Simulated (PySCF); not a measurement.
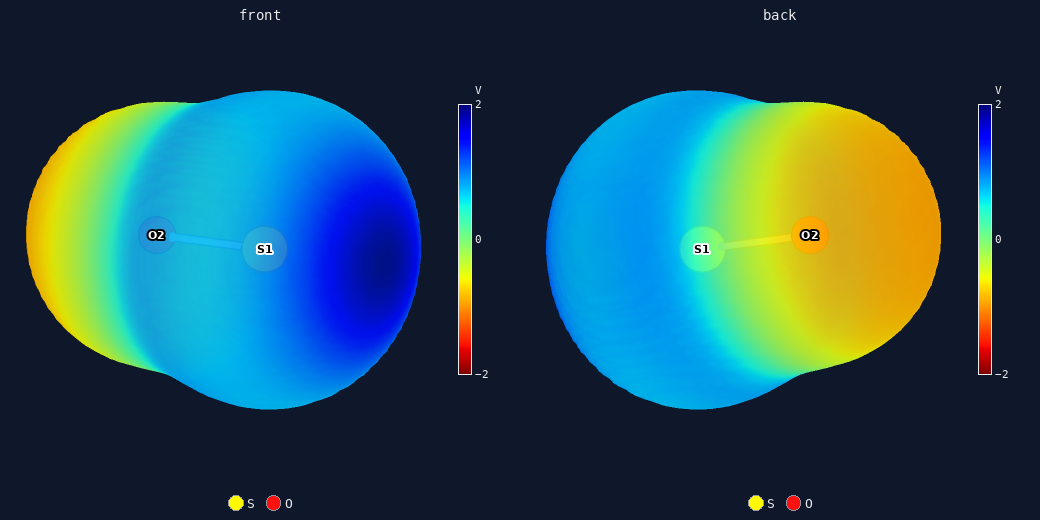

The picture shows: SO (triplet). The electrostatic potential painted on the density surface at 0.004 e/bohr³, seen from the front and from behind; the colour scale runs from red (negative) to blue (positive).

Level of theory: PySCF, PBE0/x2c-TZVPPall, spin-free X2C-1e, Gaussian nucleus, at a bond length of 1.484 Å.

**Describe the electrostatic potential map.**

The most negative region (about −1.0 V, or −23 kcal/mol for a unit charge) lies over O2, the most positive (about +1.9 V, or +44 kcal/mol for a unit charge) over S1.
